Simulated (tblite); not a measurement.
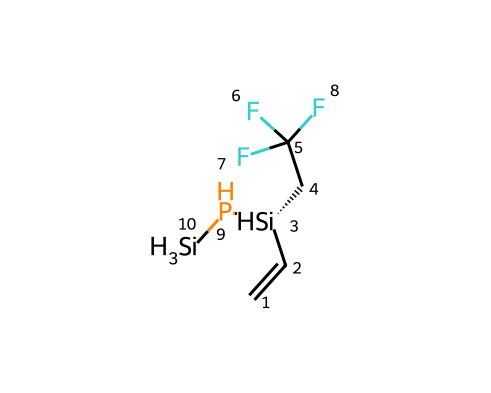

A structural formula, with wedges where it has stereocentres; small numbers name the atoms. The configuration is that of a computed structure (GFN2-xTB).

Assign CIP descriptors.

Si3: R.

Write the isomeric SMILES.

C=C[Si@@H](CC(F)(F)F)P[SiH3]
